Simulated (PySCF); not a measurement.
## A study: C$_{6}$H$_{10}$, SMILES `C1=CCCCC1`

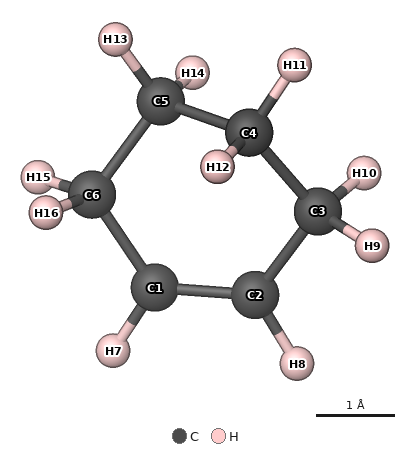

The molecule, with its atoms numbered as below. No frequency check shows the geometry to be a minimum.

Coordinates in Å:

```
C1       0.6590   -1.2911   -0.0527
C2      -0.6590   -1.2911    0.0527
C3      -1.4838   -0.0423    0.1171
C4      -0.6837    1.1757   -0.3374
C5       0.6837    1.1757    0.3374
C6       1.4838   -0.0423   -0.1171
H7       1.2049   -2.2233   -0.1084
H8      -1.2049   -2.2233    0.1084
H9      -2.3765   -0.1615   -0.5025
H10     -1.8263    0.1020    1.1478
H11     -1.2277    2.0917   -0.0977
H12     -0.5485    1.1371   -1.4205
H13      1.2277    2.0917    0.0977
H14      0.5485    1.1371    1.4205
H15      2.3765   -0.1615    0.5025
H16      1.8263    0.1020   -1.1478
```

### 1. Excited states

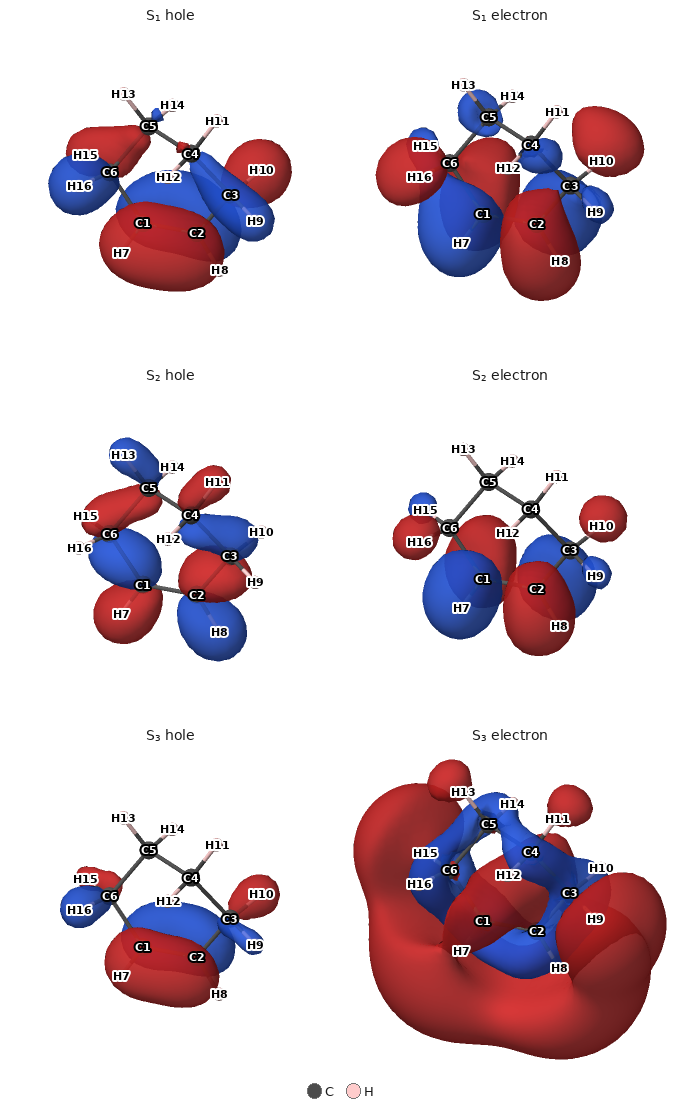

Leading natural transition orbitals (TDA singlet states).

Level of theory: LC-wPBE/def2-SVP (PySCF), at a geometry from GFN2-xTB. Without diffuse functions Rydberg states are missing, so the states' numbers hold for this basis only.

Q: Describe these excited states.

A: By state:
- S₁: 8.03 eV (154 nm), f = 0.445 (bright); the leading pair carries 94 %; hole on C1 and C2 (30 % each) and C3 and C6 (8 % each), electron on C1 and C2 (28 % each) and C3 and C6 (6 % each); their centroids lie 0.0 Å apart.
- S₂: 8.21 eV (151 nm), f = 0.002 (very weak); the leading pair carries 95 %; hole on C1 and C2 (18 % each), C3 and C6 (13 % each) and H7 and H8 (9 % each), electron on C1 and C2 (33 % each) and C3 and C6 (5 % each); their centroids lie 0.4 Å apart.
- S₃: 8.60 eV (144 nm), f = 0.044, partly diffuse acceptor orbital, which a basis without diffuse functions describes poorly; the leading pair carries 95 %; hole on C1 and C2 (34 % each) and C3 and C6 (6 % each), electron on H7 and H8 (18 % each), C1 and C2 (14 % each) and H9 and H15 (6 % each) (atom shares of so diffuse an orbital are rough); their centroids lie 0.5 Å apart.

### 2. In an electric field

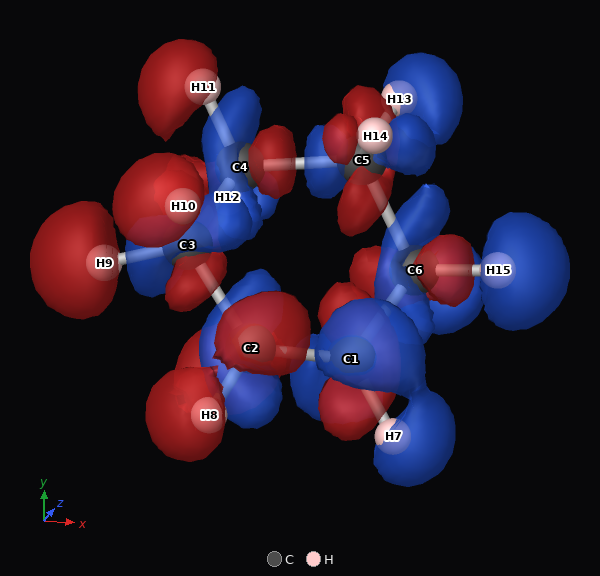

Change of the electron density in a uniform field of 0.41 V/Å, surfaces at ±0.004 e/Å³ (red: gain, blue: loss).

Level of theory: TPSSh/def2-SVPD (PySCF), at a geometry from GFN2-xTB.

Q: Along which Cartesian direction does the field point?

A: Along +x: electrons gather on the −x side, against the field.

Q: What dipole is induced, and what polarisability does it imply?

A: The induced dipole is 1.62 D (along the field); α along this axis, from the fields in both directions, is 79 bohr³ (11.8 Å³).

Q: Which atoms gain and lose the most charge?

A: Electrons gather most on H9 (Hirshfeld charge changes by −0.018 e) and leave H15 most (+0.018 e); 0.146 electrons are displaced in all.

### 3. Stretching a bond

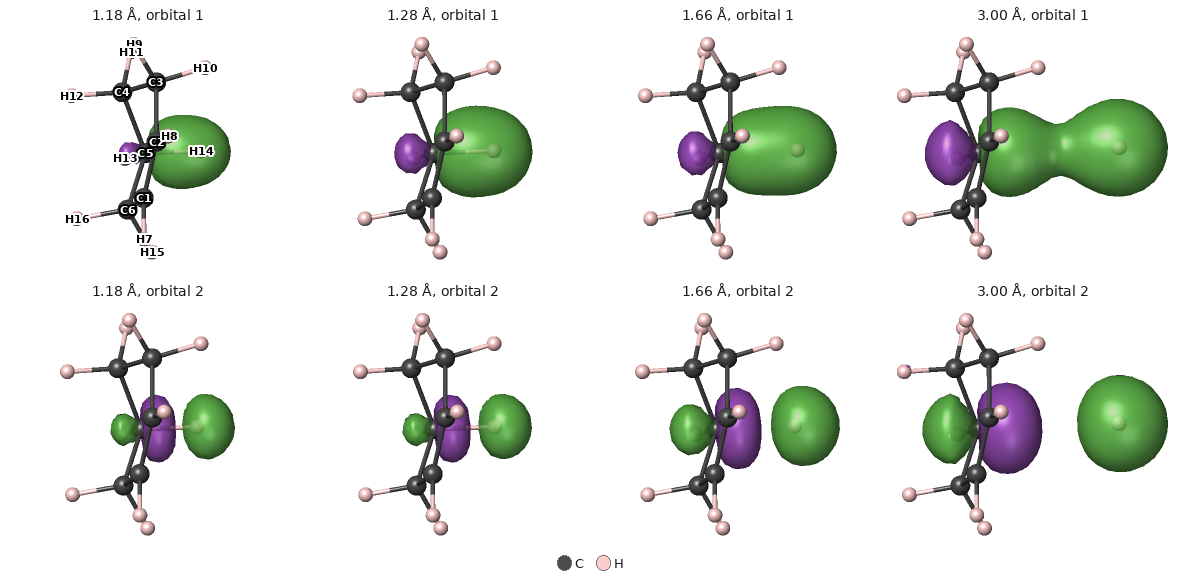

Rigid stretch of the C5–H14 bond. The two CASSCF(2,2) natural orbitals nearest half filling (orbital 1 the more occupied).

Level of theory: 6-31G* basis (PySCF), at a geometry from GFN2-xTB.

Q: How do the occupations change along the stretch?

A: 1.18 Å: 1.98 and 0.02; 1.28 Å: 1.97 and 0.03; 1.66 Å: 1.91 and 0.09; 3.00 Å: 1.30 and 0.70. At the longest distance computed (3.00 Å) they are 1.30 and 0.70, and the effective number of unpaired electrons is 1.7.

Q: Where does the UHF solution part from RHF?

A: Between 1.66 Å (⟨S²⟩ = 0, the two coincide) and 1.93 Å (⟨S²⟩ = 0.56); at 3.00 Å ⟨S²⟩ is 0.99 and UHF lies 3.3 eV below RHF.

Q: How much energy does the stretch cost?

A: By CASSCF, 4.2 eV from the lowest point of the scan (1.07 Å) to 3.00 Å; RHF gives 7.1 eV from its own lowest point. The fragments aren't relaxed and dynamic correlation is missing, so this isn't a bond dissociation energy.

The PySCF runs shown took 8.8 min, 3.7 min and 9.3 min on 1 thread of Arm Neoverse V2, with other jobs on the host.
